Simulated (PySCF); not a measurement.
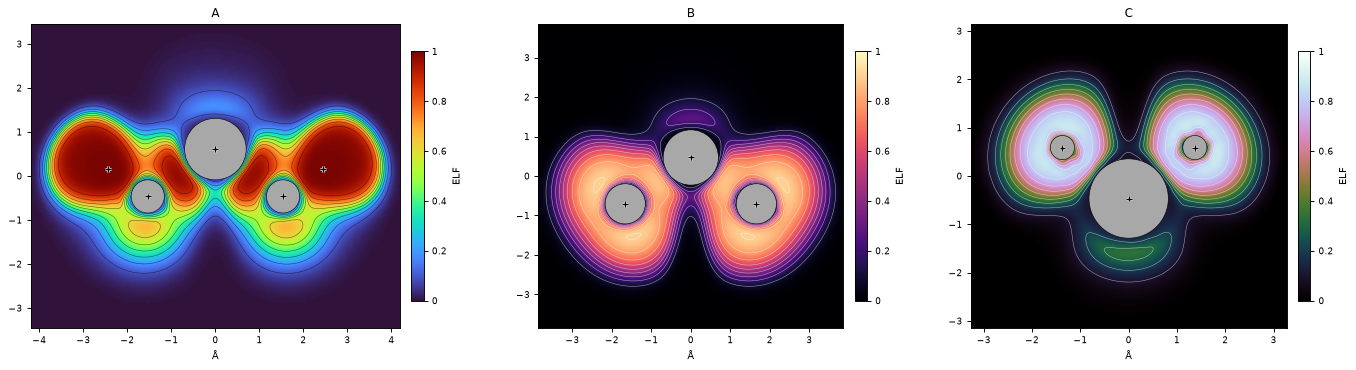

The electron localisation function of 3 systems, each on a plane through atoms (crosses mark nuclei in the plane; grey discs cover the cores).

These are results of DFT single point, gas phase, functional wB97X (PySCF 2.14.0, density-fitted response routines), not measurements.

System 1: F2GeH2 (difluorogermane), the plane of atoms F1, Ge2 and F3. Geometry: PBE0-D3(BJ)/def2-SVP.

```xyz
5

F    -1.1050    1.2440    0.0255
Ge   -0.0234   -0.1039   -0.0081
F     1.5574    0.5959   -0.0314
H    -0.1826   -0.8702    1.3053
H    -0.2305   -0.8476   -1.3278
```

System 2: C2H8OSi (dimethylsilanol), the plane of atoms Si2, C3 and H9. Geometry: PBE0-D3(BJ)/def2-SVP.

```yaml
atoms:
  - { symbol: C, position_ang: [-1.4368, 0.7259, 0.1314] }
  - { symbol: Si, position_ang: [-0.0649, -0.3752, -0.5205] }
  - { symbol: C, position_ang: [1.5959, 0.2271, 0.1096] }
  - { symbol: O, position_ang: [-0.3241, -1.9783, -0.1119] }
  - { symbol: H, position_ang: [-1.3008, 1.7632, -0.2147] }
  - { symbol: H, position_ang: [-1.4504, 0.7432, 1.2333] }
  - { symbol: H, position_ang: [-2.4219, 0.3785, -0.2157] }
  - { symbol: H, position_ang: [-0.0745, -0.3707, -2.0117] }
  - { symbol: H, position_ang: [2.4096, -0.4270, -0.2393] }
  - { symbol: H, position_ang: [1.6250, 0.2491, 1.2111] }
  - { symbol: H, position_ang: [1.8034, 1.2484, -0.2482] }
  - { symbol: H, position_ang: [-0.3576, -2.1840, 0.8261] }
```

System 3: Cl4Si (SMILES Cl[Si](Cl)(Cl)Cl), the plane of atoms Cl1, Si2 and Cl4. Geometry: PBE0-D3(BJ)/def2-SVP.

```xyz
5

Cl   -1.1697   -1.1724   -1.1808
Si    0.0040    0.0013   -0.0067
Cl   -0.7158    1.9030   -0.0143
Cl   -0.0039   -0.7183    1.8952
Cl    1.9059   -0.0068   -0.7261
```

Which map belongs to which system?

Panel A is system 2, C2H8OSi: the plane holds C, Si and H. C–Si (1.88 Å): the ELF peaks at about 0.95 between the atoms: a shared electron pair. Panel B is system 3, Cl4Si: the plane holds Cl and Si. Si–Cl (2.03 Å): the ELF peaks at about 0.85 between the atoms (a polar covalent bond). Panel C is system 1, F2GeH2: the plane holds F and Ge. Ge–F (1.73 Å): the ELF peaks at about 0.80 in the valence shell of F, 0.5 Å from its nucleus, and is about 0.25 at the midpoint.
